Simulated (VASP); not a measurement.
Input:

```
CELL_PARAMETERS angstrom
      6.48932     0.00000     0.00000
      0.00000     6.48932     0.00000
      0.00000     0.00000     6.48932
ATOMIC_POSITIONS crystal
  Hg 0.00000 0.00000 0.00000
  Te 0.25065 0.25065 0.25065
  Te 0.74935 0.74935 0.25065
  Te 0.74935 0.25065 0.74935
  Te 0.25065 0.74935 0.74935
  Cd 0.50000 0.50000 0.00000
  Cd 0.50000 0.00000 0.50000
  Cd 0.00000 0.50000 0.50000
```

The numbers are results of PBEsol GGA, VASP's PBE PAW potentials (set 64) (plane waves; VASP 6.6.1), not measurements. Settings: 400 eV cut-off, 5×5×5 Γ-centred mesh, tetrahedra with Blöchl corrections, potentials Hg Te Cd.

Unless said otherwise, spin-orbit coupling is left out, though it shifts the bands of the heavy elements here.

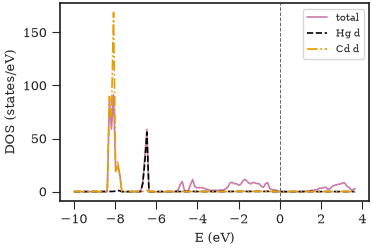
Figure. Total and projected density of states, zero at the valence-band maximum

Within 2 eV below the valence-band maximum the largest weight inside VASP's projection spheres is Te p.

The gap is direct, 0.25 eV, from the valence maximum at Γ to the conduction minimum at Γ.

The structure was generated: Cd3HgTe4 was put into an ordered model structure (P-43m), which need not be its known phase. It was relaxed first.
